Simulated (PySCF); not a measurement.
CH$_{2}$F$_{2}$, SMILES `FCF`.

Level of theory: PBE0/6-31+G* (PySCF), at a geometry from GFN2-xTB. No frequency check shows the geometry to be a minimum.

Cartesian coordinates (Å):

```
F1       1.0886    0.2890    0.0000
C2      -0.0000   -0.4993    0.0000
F3      -1.0886    0.2890    0.0000
H4       0.0000   -1.1036   -0.9174
H5       0.0000   -1.1036    0.9174
```

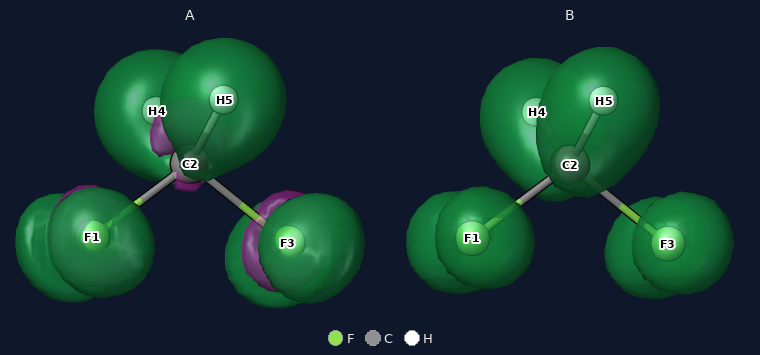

The Fukui function f⁻ from two separate SCF calculations and the density of the HOMO, at ±0.05 e/Å³ (green positive, purple negative).

> Which panel is which, and how good is the frozen-orbital picture?

A is f⁻ (it has negative regions), B the HOMO density. The HOMO lies on F1 and F3 (26 % each), C2 (22 %) and H4 and H5 (13 % each); f⁻ (Hirshfeld-condensed) is largest on F1 and F3 (0.25 each), C2 (0.18) and H4 and H5 (0.16 each); the vertical ionisation energy is 12.98 eV. Relaxation shifts 6 % of the electron between atoms. The orbital energy is −9.97 eV.
